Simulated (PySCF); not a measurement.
H₅BO₃Si, SMILES O[SiH2]B(O)O at its PBE0/def2-SVP optimised geometry (Å):

```
10

O      1.9196    -1.4998     0.0000
Si     0.2464    -1.4998     0.0000
B     -0.3209     0.4579     0.0000
O     -1.5708     0.9977     0.0075
O      0.7409     1.3106    -0.0098
H      2.2782    -0.6051    -0.0077
H     -0.2743    -2.2386     1.1963
H     -0.2772    -2.2367    -1.1964
H     -2.2782     0.3471     0.0142
H      0.4687     2.2386    -0.0094
```

Level of theory: PySCF with PBE0/def2-TZVP.

Map of the deformation density (molecule minus spherical neutral atoms) (e/bohr³) on the plane z = 1.0 Å:

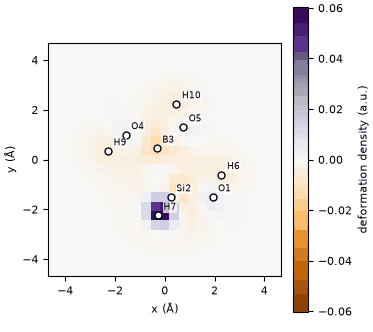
Fig. 1. Deformation density (molecule minus spherical neutral atoms) (e/bohr³) on the plane z = 1.0 Å.
